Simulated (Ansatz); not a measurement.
# Nudged elastic band, with input and output: GeHOF

- system: GeHOF
- method: RKS PBE0/def2-SVP (Ansatz 0.2.0)

The run did not end well. One setting was made poor on purpose. It belongs to a series of runs on one base structure; here: band between the two ends.

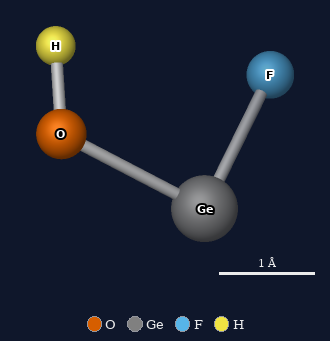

**Figure 1.** The starting structure (ball-and-stick view, seen at a tilt). Sticks mark near contacts.

### Input
```yaml
crystal:
  periodic: [false, false, false]
  atoms:
    - { symbol: O, position_ang: [-0.819746, 0.538396, -0.381516] }
    - { symbol: Ge, position_ang: [-0.392919, -0.693724, 0.820816] }
    - { symbol: F, position_ang: [1.331196, -0.750281, 0.4415] }
    - { symbol: H, position_ang: [-0.063031, 0.845309, -0.901] }
basis:
  gaussian: { orbitals: def2-SVP }
hamiltonian:
  xc: pbe0
neb:
  order_check: false
  images: 9
  f_tol: 0.03
  max_iterations: 3
  final_atoms:
    - { symbol: O, position_ang: [-1.62607548, -0.07885214, 0.48049266] }
    - { symbol: Ge, position_ang: [-0.09248044, 0.03747435, -0.03363817] }
    - { symbol: F, position_ang: [1.19056681, -0.90548721, 0.64236447] }
    - { symbol: H, position_ang: [0.58348911, 0.886565, -1.10941897] }
  initial_path:
    images:
      - { positions_ang: [[-0.819746, 0.538396, -0.381516], [-0.392919, -0.693724, 0.820816], [1.331196, -0.750281, 0.4415], [-0.063031, 0.845309, -0.901]] }
      - { positions_ang: [[-0.86417174, 0.39179936, -0.44287628], [-0.29870943, -0.54798852, 0.78167033], [1.30347596, -0.85785493, 0.4720352], [-0.08509479, 0.95374408, -0.83102925]] }
      - { positions_ang: [[-0.90859749, 0.24520272, -0.50423656], [-0.20449986, -0.40225304, 0.74252467], [1.27575592, -0.96542885, 0.5025704], [-0.10715858, 1.06217917, -0.76105851]] }
      - { positions_ang: [[-0.95302323, 0.09860608, -0.56559684], [-0.11029028, -0.25651756, 0.703379], [1.24803588, -1.07300278, 0.5331056], [-0.12922237, 1.17061425, -0.69108776]] }
      - { positions_ang: [[-0.99744897, -0.04799056, -0.62695712], [-0.01608071, -0.11078208, 0.66423333], [1.22031584, -1.1805767, 0.5636408], [-0.15128615, 1.27904934, -0.62111702]] }
      - { positions_ang: [[-1.04187471, -0.1945872, -0.6883174], [0.07812886, 0.03495341, 0.62508767], [1.1925958, -1.28815063, 0.594176], [-0.17334994, 1.38748442, -0.55114627]] }
      - { positions_ang: [[-1.15871487, -0.17144019, -0.45455539], [0.044007, 0.03545759, 0.4933425], [1.19219, -1.21161795, 0.6038137], [-0.02198213, 1.28730054, -0.66280081]] }
      - { positions_ang: [[-1.27555502, -0.14829317, -0.22079338], [0.00988514, 0.03596178, 0.36159733], [1.1917842, -1.13508526, 0.61345139], [0.12938568, 1.18711665, -0.77445535]] }
      - { positions_ang: [[-1.39239517, -0.12514616, 0.01296864], [-0.02423672, 0.03646597, 0.22985217], [1.1913784, -1.05855258, 0.62308908], [0.28075349, 1.08693277, -0.88610989]] }
      - { positions_ang: [[-1.50923533, -0.10199915, 0.24673065], [-0.05835858, 0.03697016, 0.098107], [1.19097261, -0.98201989, 0.63272678], [0.4321213, 0.98674888, -0.99776443]] }
      - { positions_ang: [[-1.62607548, -0.07885214, 0.48049266], [-0.09248044, 0.03747435, -0.03363817], [1.19056681, -0.90548721, 0.64236447], [0.58348911, 0.886565, -1.10941897]] }
```

Run on 1 thread of Arm Neoverse V2, 24 GiB of memory available, shared host.

Launched with:
```bash
ansatz run input.yaml --threads 1 --pin off --max-ram 2048MiB --backend cpu --events-out ev --progress --plain --runs-dir out
```

### Output
```
Engine: ansatz 0.2.0, aarch64-unknown-linux-gnu
Functional definition: PBE0
  parameter a = 0.25
  parameter kappa = 0.804
  parameter beta = 0.06672455060314922
  exchange = (1 - a)*pbe_x(kappa = kappa, mu = beta*pi^2/3) + a*exact_x
  correlation = pbe_c(beta = beta)
671 factors; integrals over basis functions are off by at most 3.7e-4 eV
mean field evaluation 1: about -61271.3529 eV, gradient 5.8e1 eV
mean field evaluation 2: about -61247.5575 eV, gradient 1.2e2 eV
mean field evaluation 4: about -61277.0817 eV, gradient 8.8e0 eV
mean field evaluation 8: about -61277.2156 eV, gradient 6.4e-2 eV
mean field evaluation 16: about -61277.2157 eV, gradient 1.0e-5 eV
mean field -61277.21565102 eV, -2251.8961399865 hartree, gradient 1.0e-5 eV, S^2 0.000000; 0 other end points of the search recorded, 0 dependent functions left out
the calculation of the forces begins
reference -61277.21566996 eV, -2251.8961406826 hartree; 25, 25 occupied and 40, 40 virtual orbitals, 671 factors
666 factors; integrals over basis functions are off by at most 1.0e-3 eV
mean field evaluation 32: about -61275.2088 eV, gradient 2.1e-5 eV
mean field -61275.20875280 eV, -2251.8223878370 hartree, gradient 2.1e-5 eV, S^2 0.000000; 0 other end points of the search recorded, 0 dependent functions left out
[... from here on the field's lines of each further geometry are left out, up to the last ...]
NEB iter   1: max|band force component| = 2.241e1 eV/Å  barrier→ = 5.4211 eV  barrier← = 3.4142 eV  Δτ_max = 0.2000 Å  (290 SCF iters)
NEB iter   2: max|band force component| = 5.679e0 eV/Å  barrier→ = 3.9847 eV  barrier← = 1.9778 eV  Δτ_max = 0.2000 Å  (306 SCF iters)
the calculation of the forces begins
reference -61274.49645942 eV, -2251.7962115382 hartree; 25, 25 occupied and 40, 40 virtual orbitals, 671 factors
these checks for a lower state are left out or cut short: starts, cluster_reference, orbital_swaps, neighbouring_geometries, increment
671 factors; integrals over basis functions are off by at most 1.2e-3 eV
mean field -61274.99675466 eV, -2251.8145970493 hartree, gradient 7.0e-6 eV, S^2 0.000000; 0 other end points of the search recorded, 0 dependent functions left out
the calculation of the forces begins
reference -61274.99677354 eV, -2251.8145977431 hartree; 25, 25 occupied and 40, 40 virtual orbitals, 671 factors
NEB iter   3: max|band force component| = 8.079e0 eV/Å  barrier→ = 3.9459 eV  barrier← = 1.9390 eV  Δτ_max = 0.0982 Å  (286 SCF iters)
```

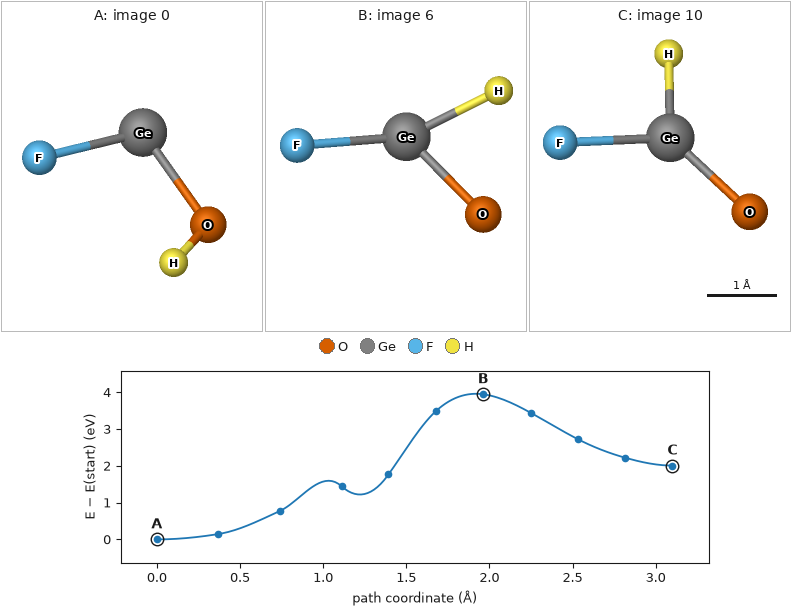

**Figure 2.** Images of the last band (counted from 0; ball-and-stick, seen on its broad side) above the energy along the path; the line is a cubic interpolation that uses the forces. The highest image is number 6, 3.946 eV above the start and 1.939 eV above the end; the end lies 2.007 eV above the start. The path is 3.10 Å long. The band had not converged after 3 iterations.

```
Unfinished report: {"positions_ang":[[-1.213614466028078,-0.15408208475296328,-0.49771641406012423],[0.12026982114658834,0.09813197162071084,0.4336090314580915],[1.2070035927672567,-1.2398241464728907,0.6430251481952395],[-0.05815894788576693,1.2354742496051432,-0.5991177655932067]],"unchecked":["starts","cluster_reference","orbital_swaps","neighbouring_geometries","increment"],"mean_field":{"relativity":"none","state":{"energy":{"ev":-61273.26981055873,"hartree":-2251.7511330240577},"converged":true,"gradient_ev":0.000018410540850645518,"stability":{"kind":"minimum","curvature_ev":15.273167645007128},"curvature_floor_ev":0.00030000000000000003,"spin_squared":-7.105427357601002e-15},"others":[],"fillings":{"estimated":0,"unestimated":0,"tried":0,"untried":0,"excluded_magnetic_sites":0},"n_dropped_functions":0,"n_trapped_functions":0,"passes":{"evaluations":4,"products":29},"factors":{"origin":"Cholesky decomposition","count":671,"bound_ev":0.0011247872905141654},"gradient_stop_ev":0.00009,"reference_kind":"stationary","functional":{"name":"PBE0","citations":["Adamo & Barone, J. Chem. Phys. 110, 6158 (1999) doi:10.1063/1.478522","Perdew, Burke & Ernzerhof, Phys. Rev. Lett. 77, 3865 (1996) doi:10.1103/PhysRevLett.77.3865"],"text":"name \"PBE0\"\ncite \"Adamo & Barone, J. Chem. Phys. 110, 6158 (1999) doi:10.1063/1.478522\"\ncite \"Perdew, Burke & Ernzerhof, Phys. Rev. Lett. 77, 3865 (1996) doi:10.1103/PhysRevLett.77.3865\"\nparent pbe\nparameter a = 0.25\nparameter kappa = 0.804\nparameter beta = 0.06672455060314922\nexchange = (1 - a)*pbe_x(kappa = kappa, mu = beta*pi^2/3) + a*exact_x\ncorrelation = pbe_c(beta = beta)\n","parameters":{"a":{"value":0.25,"default":0.25},"beta":{"value":0.06672455060314922,"default":0.06672455060314922},"kappa":{"value":0.804,"default":0.804}},"final_grid":{"core_spheres":13.0,"valence_spheres":11.0,"degree":36.0},"final_grid_parameter_source":"default","radial_points_factor":1.0,"radial_grid_error_ev":3.235511906987185e-7,"grid_sensitivity":"normal","grid_sensitivity_ratio":0.001870803151768979},"unsmoothed_excess_ev":-0.000019059975682223265,"symmetry":{"irreps":["A"],"axes":[[0.9848915596075052,-0.12143804221659762,-0.12345613681180972],[-0.009245407876929075,0.6750195060407729,-0.7377419527840748],[0.1729252388955575,0.7277372248051289,0.6636982698379164]],"occupied":[{"A":25},{"A":25}]},"held":{"pivots":671,"left_out":0,"joined":0},"density_repulsion":{"missed_ev":0.000010695225460392098,"excess_ev":0.0,"most_excess_ev":0.000135,"are_drawn_again":false,"n_first_factors":671,"energy_change_ev":0.0,"n_dropped_ends":0}},"factors":{"origin":"Cholesky decomposition","count":671,"bound_ev":0.0011247872905141654},"n_frozen":0,"n_occupied":[25,25],"n_virtual":[40,40],"reference":{"ev":-61273.26981055873,"hartree":-2251.7511330240577},"total":{"ev":-61273.26981055873,"hartree":-2251.7511330240577},"forces_ev_per_angstrom":[[-1.3133511307818555,-0.5255041535860882,-0.5020029545027339],[0.743605494787128,-0.047864933001165046,0.40536892967081467],[0.16645226101063784,-0.024839827090885187,0.14951314498157237],[0.4032933749963368,0.5982089136603598,-0.052879120127584466]],"charge_distribution":{"dipole_moment_e_ang":[0.2654448156160063,0.45874688904277966,0.2645800930888169],"mulliken_charges_e":[-0.42192568550082044,0.6560590086208791,-0.36837412453123797,0.13424080141118933],"lowdin_charges_e":[-0.03981006554308664,-0.038442853457162585,-0.01768231100738049,0.09593523000757209]},"n_threads":1,"memory_gib":1.7045454550534487,"seconds":{"hamiltonian":1.319146948,"orbitals":0.0,"second_order":0.0,"solver_start":0.0,"cycles":0.0,"cycle":0.0,"perturbative":0.0,"full_ci_increment":0.0,"forces":0.0}}
this run last wrote the band of iteration 3 to [file]
Error: NEB band did not converge after 3 iterations: max|band force component| = 8.08e0 eV/Å (threshold 3.0e-2); raise `neb.max_iterations` in a new run, which can start from the last band evaluated (`neb.initial_path`, with `crystal.atoms` and `neb.final_atoms` set to its first and last images), add images, or start from endpoints closer to local minima. Where this run's directory can be resumed (`checkpoint.write`), a resume goes on for up to `neb.max_iterations` more; to start a new run from the last band, take its images' positions from the `neb_iteration` event of iteration 3 (`data.images[].positions_ang`), in the event stream of the run that computed that iteration (not this run's, if it was resumed behind it). With `checkpoint.write`, `steps/00-neb/state/checkpoint.json` in the run directory holds the last saved band, under `neb.evaluated.images[].positions_ang` (a band under a hybrid functional on support functions is neither saved nor resumed: `neb.initial_path` says where its path is): check the last entry of `neb.iterations` there, which is earlier than 3 if that iteration was not saved or its write failed. If the band's step has no `state` directory and holds `state.next`, a write was cut short, and the file is under `state.next` instead (behind a loss of power it can be under `state.prev`)
this run wrote the band of iteration 3 to [file] as well, whether or not its events were kept: a new run's `neb.initial_path` can list its `images[].positions_ang`
a run's events are kept only if it was started with --events-out <file>, and are in that file
```

### The last band as extended XYZ (Å, eV, eV/Å)
```
4
Properties=species:S:1:pos:R:3:forces:R:3 image=0 energy=-61277.21565
O    -0.8197    0.5384   -0.3815   -0.0010  -0.0139   0.0150
Ge   -0.3929   -0.6937    0.8208   -0.0092   0.0059  -0.0039
F     1.3312   -0.7503    0.4415    0.0020   0.0019  -0.0026
H    -0.0630    0.8453   -0.9010    0.0082   0.0060  -0.0085
4
Properties=species:S:1:pos:R:3:forces:R:3 image=1 energy=-61277.06954
O    -0.8104    0.4095   -0.5100   -0.2043   0.2247   0.1617
Ge   -0.3163   -0.5766    0.8651   -0.4995  -0.4942   0.4764
F     1.3582   -0.9253    0.4934    0.3532   0.2036  -0.1881
H    -0.1761    1.0321   -0.8686    0.3505   0.0658  -0.4500
4
Properties=species:S:1:pos:R:3:forces:R:3 image=2 energy=-61276.44345
O    -0.7374    0.3419   -0.6298   -3.1737  -6.0161   0.8474
Ge   -0.2049   -0.3950    0.8628   -0.8466  -0.5276   1.6298
F     1.3440   -1.1046    0.5337    0.6862  -0.0760  -0.5253
H    -0.3462    1.0975   -0.7869    3.3340   6.6198  -1.9519
4
Properties=species:S:1:pos:R:3:forces:R:3 image=3 energy=-61275.76898
O    -0.7508    0.2780   -0.7334   -3.4598  -9.6609  -1.9946
Ge   -0.0351   -0.1452    0.7958   -0.1970  -0.2780   2.9066
F     1.2764   -1.2438    0.5618    0.4986  -0.6865  -0.6820
H    -0.4350    1.0507   -0.6445    3.1581  10.6254  -0.2299
4
Properties=species:S:1:pos:R:3:forces:R:3 image=4 energy=-61275.44923
O    -0.8990    0.1206   -0.7280    1.7601   3.3403  -0.8214
Ge    0.0677   -0.0067    0.6984    0.7068  -0.2737   3.6463
F     1.2277   -1.2759    0.5869    0.4149  -0.9695  -0.5279
H    -0.3409    1.1017   -0.5775   -2.8819  -2.0971  -2.2970
4
Properties=species:S:1:pos:R:3:forces:R:3 image=5 energy=-61273.72665
O    -1.0362   -0.0371   -0.7099    1.2562   2.0517  -0.3277
Ge    0.0815    0.0459    0.5939    0.5913  -0.3303   1.9574
F     1.2268   -1.2612    0.6154    0.0915  -0.4619  -0.2276
H    -0.2166    1.1922   -0.5197   -1.9391  -1.2595  -1.4020
4
Properties=species:S:1:pos:R:3:forces:R:3 image=6 energy=-61273.26979
O    -1.2136   -0.1541   -0.4977   -1.3134  -0.5255  -0.5020
Ge    0.1203    0.0981    0.4336    0.7436  -0.0479   0.4054
F     1.2070   -1.2398    0.6430    0.1665  -0.0248   0.1495
H    -0.0582    1.2355   -0.5991    0.4033   0.5982  -0.0529
4
Properties=species:S:1:pos:R:3:forces:R:3 image=7 energy=-61273.77457
O    -1.3787   -0.1768   -0.2254   -2.9969  -1.2647   0.1275
Ge    0.1145    0.0895    0.2708    1.1448   0.0508  -0.3909
F     1.2086   -1.1880    0.6745    0.2857   0.2839   0.1916
H     0.1111    1.2150   -0.7400    1.5663   0.9300   0.0718
4
Properties=species:S:1:pos:R:3:forces:R:3 image=8 energy=-61274.49644
O    -1.5032   -0.1474    0.0422   -2.9931  -0.9182   0.7316
Ge    0.0614    0.0569    0.1458    1.3841   0.1820  -0.8774
F     1.2174   -1.1087    0.6836    0.1906   0.3484   0.0570
H     0.2799    1.1389   -0.8918    1.4184   0.3877   0.0888
4
Properties=species:S:1:pos:R:3:forces:R:3 image=9 energy=-61274.99676
O    -1.5907   -0.1389    0.2713   -0.7636  -0.1542   0.6423
Ge   -0.0064    0.0934    0.0958    0.0141  -0.3507  -0.8818
F     1.2001   -1.0195    0.6467    0.0621   0.3461   0.0419
H     0.4524    1.0048   -1.0340    0.6874   0.1587   0.1976
4
Properties=species:S:1:pos:R:3:forces:R:3 image=10 energy=-61275.20875
O    -1.6261   -0.0789    0.4805    0.0145   0.0001  -0.0032
Ge   -0.0925    0.0375   -0.0336   -0.0185  -0.0011   0.0042
F     1.1906   -0.9055    0.6424   -0.0028   0.0103  -0.0098
H     0.5835    0.8866   -1.1094    0.0067  -0.0094   0.0088
```

### What the run reported

```json
{"quantity": "outcome", "value": "not converged"}
{"quantity": "barrier, forward (band not converged)", "value": "3.946 eV"}
{"quantity": "barrier, backward", "value": "1.939 eV"}
{"quantity": "wall time", "value": "38 s"}
{"quantity": "peak memory", "value": "0.12 GiB"}
```

The run did not converge: “NEB band did not converge after 3 iterations: max|band force component| = 8.08e0 eV/Å (threshold 3.0e-2); raise `neb.max_iterations` in a new run, which can start from the last band evaluated (`neb.initial_path`, with `crystal.atoms` and `neb.final_atoms` set to its first and last images), add images, or start from endpoints closer to local minima …” Its last values are not results. A deliberately poor setting: few iterations.
